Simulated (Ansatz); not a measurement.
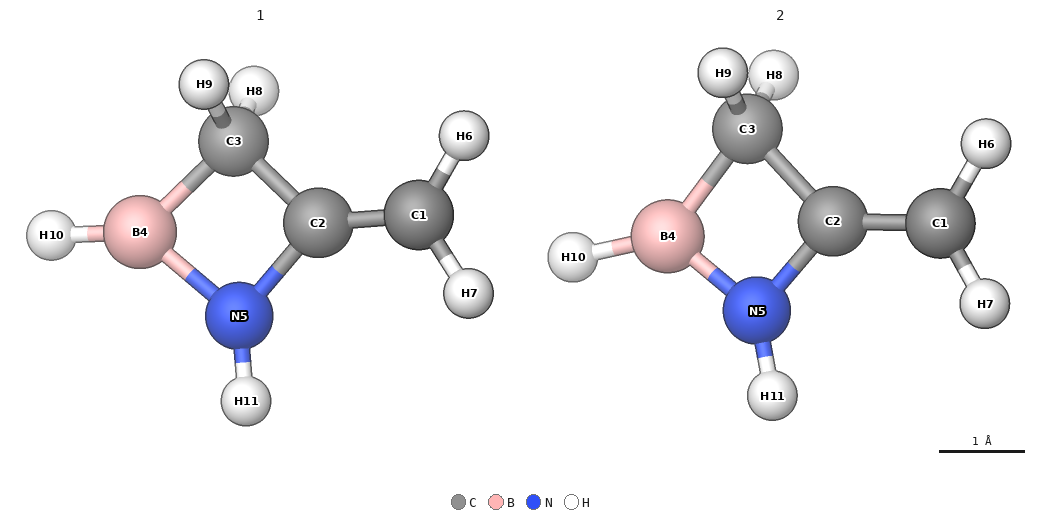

Two geometries of C3H6BN (coarse preliminary run), drawn at one scale. One is the start of a relaxation, the other its converged end. The picture is a ball-and-stick view, seen at a tilt.

Computed with RKS PBE-D4/def2-SVP (Ansatz). Settings: force threshold 0.03 eV/Å; at most 200 steps.

Q: Which geometry has the lower energy?

A: Structure 2 is the relaxed one. The start comes from a force field. The largest move after the best rigid fit is that of H10, 0.26 Å. By element the largest moves are H 0.26 Å, C 0.16 Å, B 0.10 Å, N 0.07 Å. Some distances before and after: B4–N5 1.577 → 1.423 Å, C2–C3 1.442 → 1.533 Å, B4–H10 1.127 → 1.211 Å, C1–C2 1.263 → 1.344 Å. Bond angles that change, for instance: C2–C3–B4 94.9° → 82.7°, N5–B4–H10 138.9° → 130.2°, B4–C3–H9 108.9° → 117.6°. The energy falls by 119.6 kJ/mol in 6 geometry steps. The largest force component goes from 4.8 to 0.0096 eV/Å. Cost: 11 s on 2 threads of AMD EPYC 9B14 (shared host).
